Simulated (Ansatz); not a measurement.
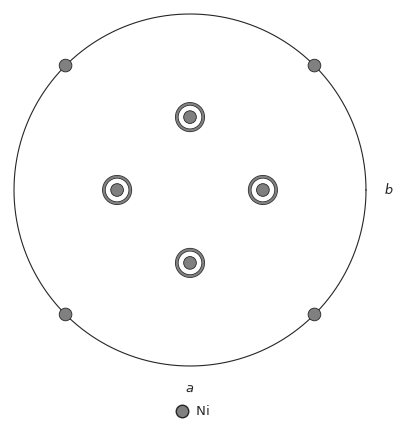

Directions from one nickel atom at (0, 0, 0) to its bonded neighbours, in stereographic projection down c (filled: above the plane of the page or in it, open: below). Crystal: Ni, the input geometry of an electronic-structure calculation (not necessarily at equilibrium). Symmetry computed with spglib at a tolerance of 0.002 Å; standard conventional cell.

Neighbours are counted up to 2.81 Å for Ni.

```
CELL_PARAMETERS angstrom
3.54810 0.00000 0.00000
0.00000 3.54810 0.00000
0.00000 0.00000 3.54810
ATOMIC_POSITIONS crystal
Ni 0.00000 0.00000 0.00000
Ni 0.00000 0.50000 0.50000
Ni 0.50000 0.00000 0.50000
Ni 0.50000 0.50000 0.00000
```

How many neighbours are there, and at what angles?

12: 12 Ni at 2.51 Å. Angles between bonds: 60° (24×), 90° (12×), 120° (24×), 180° (6×).

What is the site's symmetry in the crystal?

Point group m-3m (Oh), order 48: three fourfold axes, four threefold axes, six twofold axes, nine mirror planes, an inversion centre. In Fm-3m (No. 225) this is Wyckoff position 4a.
